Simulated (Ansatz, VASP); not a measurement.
# Cross-check of Ta between VASP and Ansatz

Aim: how closely do two programs agree when they are given the same cell, functional and k mesh?

Calculated with Ansatz 0.2.0; plane waves, with VASP 6.6.1 beside it; relaxation of cell and atoms at PBEsol.

**1. The starting structure**

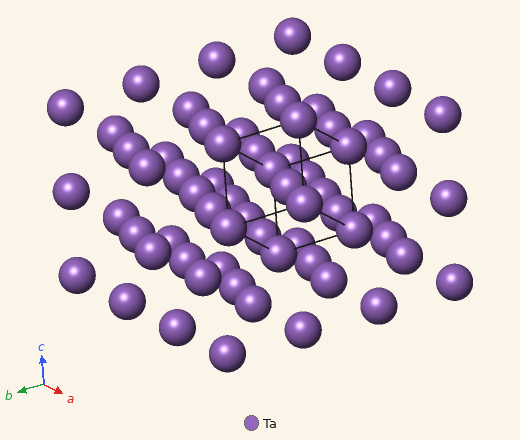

The starting structure, seen from a free direction (tantalum purple). 3×3×2 cells are drawn. This picture shows the conventional cell, with its axes. Some periodic images of atoms are drawn too.

Coordinates:

```cif
data_structure
_symmetry_space_group_name_H-M 'Im-3m'
_symmetry_Int_Tables_number 229
_cell_length_a 3.2817
_cell_length_b 3.2817
_cell_length_c 3.2817
_cell_angle_alpha 90.000
_cell_angle_beta 90.000
_cell_angle_gamma 90.000
_cell_volume 35.34
loop_
_atom_site_label
_atom_site_type_symbol
_atom_site_symmetry_multiplicity
_atom_site_Wyckoff_symbol
_atom_site_fract_x
_atom_site_fract_y
_atom_site_fract_z
_atom_site_occupancy
Ta1 Ta 2 a 0.00000 0.00000 0.00000 1
```

**2. Ansatz: relaxation of cell and atoms, PBEsol**

Ansatz runs on its default PAW (the set named soft_2) files.

The relaxed volume is the usual yardstick between codes: its relative difference is about their pressure difference at one cell divided by the bulk modulus.

input.yaml reads:

```yaml
crystal:
  lattice:
    - [-1.6408621308, 1.6408621308, 1.6408621308]
    - [1.6408621308, -1.6408621308, 1.6408621308]
    - [1.6408621308, 1.6408621308, -1.6408621308]
  atoms:
    - { symbol: Ta, position: [0.0, 0.0, 0.0] }
hamiltonian:
  xc: pbesol
  pseudopotentials: { kind: paw }
kpoints:
  mp_grid: { grid: [25, 25, 25] }
scf:
  occupations: { method: methfessel_paxton, width: 0.15 }
relax:
  f_tol: 0.01
  max_steps: 60
  cell: { stress_tol: 0.05 }
output:
  forces: true
  stress: true
  write_density: true
  write_potential: true
  elf: true
  volumetric_format: npy
```

Launch:

```console
$ ansatz run input.yaml --threads 4 --pin off --max-ram 9216MiB --backend cpu --events-out ev --progress --plain --runs-dir out
```

Numbers of over 12 decimals in the logs are rounded to 6 here.

Output:

```text
Engine: ansatz 0.2.0, aarch64-unknown-linux-gnu
Pseudopotentials: kind: paw
Pseudopotential: Ta, paw, valence charge 13, recommended cutoff 420 eV (normal), Ta.paw.azcp
Functional definition: PBEsol
  exchange = pbesol_x
  correlation = pbesol_c
Crystal: 1 atoms, lattice volume = 17.672 Å³
Basis set: ecut = 420 eV, 369 PW (Γ), exchange–correlation on 40×40×40 points (8 copies of the dense FFT grid, shifted against one another)
Bands: 11, of which v1, the nominal top of the filled ones, is band 7 counted from 1 (6 counted from 0)
Symmetry: 48 space group operations
Space group: Im-3m (ITA 229), of the structure as read, at distance tolerance 2.6e-5 Å
k-points: 455 of 15625
Non-local potential: Ta, projectors of the file, l = 0: 3, l = 1: 2, l = 2: 2, l = 3: 1
PAW form: soft (Blöchl's): semilocal exchange-correlation on the pseudo side does not see the compensation charge
PAW frozen core: Ta, regenerated for the run's functional, and the local potential with it (the file was generated under x = pbe(κ = 0.804, μ = 0.219515), c = pbe(β = 0.066725))
PAW one-centre angular grid: Ta, 590 points (default); XC on 64 Gauss nodes
Initial density: superposition of atomic densities (neutral atoms: chi_scale 0, normalization atom), corrected by the library's trained network
Initial wavefunctions: pseudopotential atomic-orbital guess
Functional: x = pbesol(κ = 0.804, μ = 0.123457), c = pbesol(β = 0.046)
SCF iter   1: F=—  HF=-9806.498562 eV  |F-HF|=—  |Δ(HF+E_count)|=         —  Δρ=2.24e-3  dr2=2.37e-4  ethr=1.77e-3  ⟨swp⟩=5.1  Hψ=27462  notcnv=0
preconditioner: auto → none  [metal: Δε(μ)=0.004 eV  Ē_g=8.471 eV  σ=0.150 eV  W_gap=0.02  n_scr=0 (ndim 8)  ℏωp=19.8 eV  f_vac=0.000  D(μ)=1.37/eV (n_scr^D=12)]
SCF iter   2: F=—  HF=-9806.498429 eV  |F-HF|=—  |Δ(HF+E_count)|=   1.33e-4  S|Δr|=    0.00e0  Δρ=1.04e-3  dr2=4.82e-5  ethr=1.83e-6  ⟨swp⟩=2.1  Hψ=10919  notcnv=0
SCF iter   3: F=—  HF=-9806.498467 eV  |F-HF|=—  |Δ(HF+E_count)|=   3.82e-5  S|Δr|=    0.00e0  Δρ=1.53e-4  dr2=1.32e-6  ethr=3.71e-7  ⟨swp⟩=1.1  Hψ=5044  notcnv=0
SCF iter   4: F=-9806.498467 eV  HF=-9806.498467 eV  |F-HF|=3.64e-8  |Δ(HF+E_count)|=   5.70e-8  S|Δr|=    0.00e0  Δρ=3.67e-5  dr2=7.50e-8  ethr=7.69e-10  ⟨swp⟩=8.3  Hψ=26162  notcnv=0
SCF 1 converged in 4 iterations: F = -9806.498467 eV  dr2 = 7.50e-8
  greatest PAW one-centre occupation: 1.000 electrons in one spin orbital (limit 2), on the Ta atom at site 0 (counted from 0), in its partial waves of l = 0
relax step   1: F+E_penalty+E_count = -9806.49846724 eV  Δ(F+E_penalty+E_count) = +0.000e0 eV  max|allowed force component| = 0.000e0 eV/Å  Δτ_max = 0.0000 Å  P = -0.175 GPa  Ω = 17.672 Å³  (4 SCF iters, dr2 threshold 1.00e-7 eV, accepted)
[...]
relax step   2: F+E_penalty+E_count = -9806.49843134 eV  Δ(F+E_penalty+E_count) = +3.590e-5 eV  max|allowed force component| = 0.000e0 eV/Å  Δτ_max = 0.0000 Å  P = +0.486 GPa  Ω = 17.615 Å³  energy of the carried Pulay correction = +1.907e-5 eV  (3 SCF iters, dr2 threshold 7.68e-8 eV, rejected (line search))
[...]
relax step   3: F+E_penalty+E_count = -9806.49848052 eV  Δ(F+E_penalty+E_count) = -1.328e-5 eV  max|allowed force component| = 0.000e0 eV/Å  Δτ_max = 0.0000 Å  P = -0.000 GPa  Ω = 17.657 Å³  energy of the carried Pulay correction = +5.057e-6 eV  (4 SCF iters, accepted)
[...]
relax step   4: F+E_penalty+E_count = -9806.49847333 eV  Δ(F+E_penalty+E_count) = +7.193e-6 eV  max|allowed force component| = 0.000e0 eV/Å  Δτ_max = 0.0000 Å  P = -0.000 GPa  Ω = 17.657 Å³  stress off target by 4.10e-4 GPa  SCF on the basis re-selected at this cell (its energy is not comparable with the rows above)  (3 SCF iters)
basis re-selected at this cell: Δ(F+E_penalty+E_count) = +7.193e-6 eV, ΔP = -0.000 GPa vs the last step (what re-selecting the basis moved, of the pressure what is left beyond the Pulay correction that the steps carried, after the strain that the cell walked since its last selection, with what the two solves' SCF thresholds leave and, on support functions, any second-order correction that the steps lacked; it is no measure of the basis error at this ecutwfc). This SCF's stress stands 4.10e-4 GPa from its target on what of the cell is left free (relax.cell.stress_tol is 5.00e-2 GPa) and its largest allowed force component is 0.00e0 eV/Å (relax.f_tol is 1.00e-2 eV/Å): [rest of the remark cut]
SCF converged after 3 iterations
Stability not checked: this state was not tested for a lower state beside it, because cold or Methfessel-Paxton smearing, or corrected tetrahedra, fill the levels in a way that the test cannot read (fill_not_monotonic; see scf.lower_state_search)
Free energy (F): -9806.498473 eV
Harris-Foulkes:  -9806.498473 eV  (|F-HF|=1.82e-12)
Internal energy: -9806.498166 eV  (E = F + TS)
E sigma→0 (E₀):  -9806.498397 eV
Entropy (-TS):   -0.000307 eV (-0.307 meV/atom)
Fermi energy:    18.880801 eV
--- Per-component energies (eV) ---
  E_band       = -99.570299
  E_kinetic    = 366.740157
  E_local      = -538.678149  (includes V_loc(G=0)·N_el)
  E_nonlocal   = 17.796280
  E_hartree    = 186.990086
  E_xc         = -217.168620
  E_vxc        = -204.054871  (∫ρ·V_xc dr)
  E_paw        = -8272.683031  (= ΣΔE_a)
  E_vpaw       = -115.354012  (= ΣTr[D̂ρ^β])
  E_aug_tail   = 0.000137  (compensation charges beyond the density's cutoff)
  E_ewald      = -1349.708674
  E_core_change = 0.213646  (= ΣΔE_core)
  E_smearing   = -0.000307  (= −TS)
  E_closure    = 0.000000  (closes the sum)
  Σ components = -9806.498473   (vs F -9806.498473, Δ=0.00e0)
--- Forces (eV/Å), atoms counted from 1 ---
  atom   1  Ta    -0.00000000    -0.00000000    -0.00000000
  max |Σ_I F_I| component: 1.07e-31 eV/Å
--- Stress (GPa, compression-positive) ---
       -0.000410       0.000000       0.000000
        0.000000      -0.000410      -0.000000
       -0.000000      -0.000000      -0.000410
  P = ⅓ Tr σ = -0.0004 GPa (-0.004 kbar)
--- Band table (eV; the first three rows and the last of 455) ---
  k-point 0: bands = [... 3 lower, -14.0123, 10.9108, 19.6144, 19.6144, 19.6144, 22.9555, 22.9555, 33.6110]
  k-point 1: bands = [... 3 lower, -14.0124, 10.9844, 19.5656, 19.6018, 19.6867, 22.8714, 22.9552, 33.6795]
  k-point 2: bands = [... 3 lower, -14.0127, 11.2013, 19.4259, 19.5548, 19.9026, 22.6617, 22.9566, 33.8695]
  k-point 454: bands = [... 3 lower, -14.8857, 14.9817, 14.9915, 25.6108, 25.6108, 25.8632, 27.5570, 28.0176]
--- Relaxed structure (3 steps of the walk, 2 accepted, 1 SCFs on fresh bases) ---
  F+E_penalty+E_count = -9806.49847333 eV   max|allowed force component| = 0.000e0 eV/Å   (the final SCF, on the basis selected at the relaxed cell)
  cell:  # Å, volume = 17.6565 Å³
    - [-1.640395, 1.640395, 1.640395]
    - [1.640395, -1.640395, 1.640395]
    - [1.640395, 1.640395, -1.640395]
  atoms:
    - { symbol: Ta, position: [0.0, 0.0, 0.0] }
```

It took 4.1 s on 4 threads of Arm Neoverse V2, shared host; peak memory 0.4 GiB.

**3. VASP: relaxation of cell and atoms, PBEsol**

The same cell, functional, mesh and smearing now go to VASP, with its own data sets and cutoff.

Lines of VASP's logs that name or quote its potential files are left out, and so is its time.

INCAR reads:

```
SYSTEM = Ta
PREC = Accurate
ENCUT = 450
EDIFF = 1E-07
NELM = 120
ISMEAR = 1
SIGMA = 0.15
LREAL = .FALSE.
ALGO = Normal
GGA = PS
NBANDS = 11
LASPH = .TRUE.
LORBIT = 11
LWAVE = .FALSE.
LCHARG = .FALSE.
KPAR = 8
IBRION = 2
NSW = 40
ISIF = 3
EDIFFG = -0.005
POTIM = 0.4
```

POSCAR reads:

```
Ta
1.0
   -1.6408621308      1.6408621308      1.6408621308
    1.6408621308     -1.6408621308      1.6408621308
    1.6408621308      1.6408621308     -1.6408621308
Ta
1
Direct
    0.0000000000      0.0000000000      0.0000000000
```

KPOINTS reads:

```
Automatic mesh
0
Gamma
25 25 25
0 0 0
```

The projector-augmented-wave data sets are Ta_pv (PBE family, release 64).

Launch:

```console
$ mpirun -np 8 vasp_std
```

Output:

```text
[banner, memory and clock lines left out]
running    8 mpi-ranks, on    1 nodes
 distrk:  each k-point on    1 cores,    8 groups
 distr:  one band on    1 cores,    1 groups

 POSCAR found type information on POSCAR Ta
 POSCAR found :  1 types and       1 ions
|                                                                             |
|           W    W    AA    RRRRR   N    N  II  N    N   GGGG   !!!           |
|           W    W   A  A   R    R  NN   N  II  NN   N  G    G  !!!           |
|           W    W  A    A  R    R  N N  N  II  N N  N  G       !!!           |
|           W WW W  AAAAAA  RRRRR   N  N N  II  N  N N  G  GGG   !            |
|           WW  WW  A    A  R   R   N   NN  II  N   NN  G    G                |
|           W    W  A    A  R    R  N    N  II  N    N   GGGG   !!!           |
|                                                                             |
|     For optimal performance we recommend to set                             |
|       NCORE = 2 up to number-of-cores-per-socket                            |
|     NCORE specifies how many cores store one orbital (NPAR=cpu/NCORE).      |
|     This setting can greatly improve the performance of VASP for DFT.       |
|     The default, NCORE=1 might be grossly inefficient on modern             |
|     multi-core architectures or massively parallel machines. Do your        |
|     Unfortunately you need to use the default for GW and RPA                |
|     calculations (for HF NCORE is supported but not extensively tested      |
|     yet).                                                                   |
|                                                                             |

|                                                                             |
|               ----> ADVICE to this user running VASP <----                  |
|                                                                             |
|     You enforced a specific xc type in the INCAR file but a different       |
|     [... a line on the potential file left out ...]
|     I HOPE YOU KNOW WHAT YOU ARE DOING!                                     |
|                                                                             |

 LDA part: xc-table for (Slater+PW92), standard interpolation
 POSCAR, INCAR and KPOINTS ok, starting setup
 FFT: planning ... GRIDC
 FFT: planning ... GRID_SOFT
 FFT: planning ... GRID
 WAVECAR not read
 entering main loop
       N       E                     dE             d eps       ncg     rms          rms(c)
DAV:   1     0.526473496335E+02    0.52647E+02   -0.57769E+03 10034   0.860E+02
DAV:   2    -0.121525558306E+02   -0.64800E+02   -0.63357E+02 11182   0.236E+02
DAV:   3    -0.130462728706E+02   -0.89372E+00   -0.87701E+00 12220   0.268E+01
DAV:   4    -0.130492629540E+02   -0.29901E-02   -0.29887E-02 11024   0.160E+00
DAV:   5    -0.130492745362E+02   -0.11582E-04   -0.11582E-04 11920   0.964E-02    0.143E+01
DAV:   6    -0.126677827123E+02    0.38149E+00   -0.32943E-01 11507   0.631E+00    0.698E+00
DAV:   7    -0.125516069983E+02    0.11618E+00   -0.27945E-01 11546   0.542E+00    0.383E-01
DAV:   8    -0.125503354273E+02    0.12716E-02   -0.91261E-03 11869   0.779E-01    0.853E-02
DAV:   9    -0.125503327502E+02    0.26770E-05   -0.58418E-05 11514   0.813E-02    0.210E-02
DAV:  10    -0.125503302069E+02    0.25433E-05   -0.23401E-06 11945   0.172E-02    0.356E-03
DAV:  11    -0.125503302019E+02    0.50645E-08   -0.14753E-07  9975   0.433E-03
   1 F= -.12550330E+02 E0= -.12550225E+02  d E =-.125503E+02
 curvature:   0.00 expect dE= 0.000E+00 dE for cont linesearch  0.000E+00
 trial: gam= 0.00000 g(F)=  0.244E-62 g(S)=  0.448E-07 ort = 0.000E+00 (trialstep = 0.100E+01)
 search vector abs. value=  0.449E-07
 reached required accuracy - stopping structural energy minimisation
```

From OUTCAR (step 3):

```text
ion  position               nearest neighbor table
   1  0.000  0.000  0.000-

  LATTYP: Found a body centered cubic cell.
 ALAT       =     3.2817242616

 Subroutine GETGRP returns: Found 48 space group operations
 (whereof 48 operations were pure point group operations)

The static configuration has the point symmetry O_h .

 Found    455 irreducible k-points:

   k-points           NKPTS =    455   k-points in BZ     NKDIM =    455   number of bands    NBANDS=     11

   dimension x,y,z NGX =    20 NGY =   20 NGZ =   20
   dimension x,y,z NGXF=    40 NGYF=   40 NGZF=   40

   ENCUT  =  450.0 eV  33.07 Ry    5.75 a.u.   4.92  4.92  4.92*2*pi/ulx,y,z

   NELECT =      11.0000    total number of electrons

 k-points in reciprocal lattice and weights: Automatic mesh
   0.00000000  0.00000000  0.00000000       0.000
   0.04000000  0.00000000  0.00000000       0.001
   0.08000000  0.00000000  0.00000000       0.001
   0.12000000  0.00000000  0.00000000       0.001
   0.16000000  0.00000000  0.00000000       0.001
   0.20000000  0.00000000  0.00000000       0.001
   0.24000000  0.00000000  0.00000000       0.001
   0.28000000  0.00000000  0.00000000       0.001
   0.32000000  0.00000000  0.00000000       0.001
[...]
-0.48000000 -0.48000000  0.44000000       0.001
  -0.48000000  0.48000000  0.48000000       0.000

 average (electrostatic) potential at core
       1 -36.0243

 E-fermi :   5.4602

 k-point     1 :       0.0000    0.0000    0.0000
  band No.  band energies     occupation
      1     -27.4740      2.00000
      2     -27.4740      2.00000
      3     -27.4740      2.00000
      4      -2.5273      2.00000
      5       6.1948     -0.00000
      6       6.1948     -0.00000
      7       6.1948     -0.00000
      8       9.5334      0.00000
      9       9.5334      0.00000
    ...

 k-point     2 :       0.0400    0.0000    0.0000
  band No.  band energies     occupation
      1     -27.4956      2.00000
      2     -27.4805      2.00000
      3     -27.4741      2.00000
      4      -2.4533      2.00000
      5       6.1461     -0.00000
      6       6.1822     -0.00000
      7       6.2671     -0.00000
      8       9.4499      0.00000
      9       9.5331      0.00000
    ...

 k-point     3 :       0.0800    0.0000    0.0000
  band No.  band energies     occupation
      1     -27.5588      2.00000
      2     -27.4999      2.00000
      3     -27.4744      2.00000
      4      -2.2353      2.00000
      5       6.0063     -0.00000
      6       6.1350     -0.00000
      7       6.4825     -0.00000
      8       9.2417      0.00000
      9       9.5347      0.00000
    ...

  Total       -0.0006221     -0.0006221     -0.0006221     -0.0000000     -0.0000000      0.0000000
  in kB       -0.0564017     -0.0564017     -0.0564017     -0.0000000     -0.0000000      0.0000000
  external PRESSURE =      -0.0564017 kB  Pullay stress =       0.0000000 kB

  energy-cutoff  :      450.00
  volume of cell :       17.67
      direct lattice vectors                 reciprocal lattice vectors
    -1.640862131  1.640862131  1.640862131     0.000000000  0.304717862  0.304717862
     1.640862131 -1.640862131  1.640862131     0.304717862  0.000000000  0.304717862
     1.640862131  1.640862131 -1.640862131     0.304717862  0.304717862  0.000000000

 POSITION                                       TOTAL-FORCE (eV/Angst)
 -----------------------------------------------------------------------------------
      0.00000      0.00000      0.00000         0.000000      0.000000      0.000000
 -----------------------------------------------------------------------------------
    total drift:                                0.000000      0.000000      0.000000

  FREE ENERGIE OF THE ION-ELECTRON SYSTEM (eV)
  ---------------------------------------------------
  free  energy   TOTEN  =       -12.5503302019 eV

  energy  without entropy=      -12.5500153902  energy(sigma->0) =      -12.55022526

 reached required accuracy - stopping structural energy minimisation

 total charge
# of ion       s       p       d       tot
------------------------------------------
    1        0.374   6.173   2.425   8.973

[... 3 further parts left out ...]
```

CONTCAR:

```
Ta
   1.00000000000000
    -1.6408621308000000    1.6408621308000000    1.6408621308000000
     1.6408621308000000   -1.6408621308000000    1.6408621308000000
     1.6408621308000000    1.6408621308000000   -1.6408621308000000
  Ta
     1
Direct
     0.0000000000000000    0.0000000000000000    0.0000000000000000
```

**4. Side by side**

Known differences besides the PAW data sets themselves: both relaxations stop at a tolerance, which leaves soft axes loose, and VASP keeps its plane-wave basis; the data sets hold 13 valence electrons in Ansatz (default PAW (the set named soft_2) files) and 11 in VASP; the cutoff is 420 eV in Ansatz and 450 eV in VASP; Ansatz makes its cores anew for this functional, VASP keeps those of its PBE data sets; Ansatz adds a Pulay correction to the stress that steers its cell, VASP none. Total energies have different zeros and are not compared.

Both answers:

```tsv
quantity	Ansatz	VASP	difference
volume (Å³)	17.66	17.67	-0.09 %
edge a after relaxation, in the typed setting (Å)	2.841	2.842	-0.03 %
```

The walks stopped with 0.00 GPa left in Ansatz and -0.01 GPa in VASP; each walk ends within a tolerance, so the volume difference is uncertain by about these residues over the bulk modulus, most in soft cells.

**5. Results**

| Item | Value |
| --- | --- |
| difference in volume (relaxation of cell and atoms, PBEsol) | -0.085 % |

In words: The difference in volume is -0.085 % (relaxation of cell and atoms, PBEsol), within the 1.2 % picked in this series as the mark of a large difference, as far as the stopping tolerances let one tell. How closely two codes agree says nothing of how well the functional describes the real material.

[Lines on the potential files, build, host, timing and source positions are cut from VASP's logs without a mark.]

[Logs are printed without paths, hosts, clocks, repeated set-up lines and the standing remarks that a program may print on its own settings, such as how far it seeks lower states.]

[Hosts, paths, dates, database ids (printed as entryN), source tags and the programs' standing remarks are cut or masked in the printed files.]
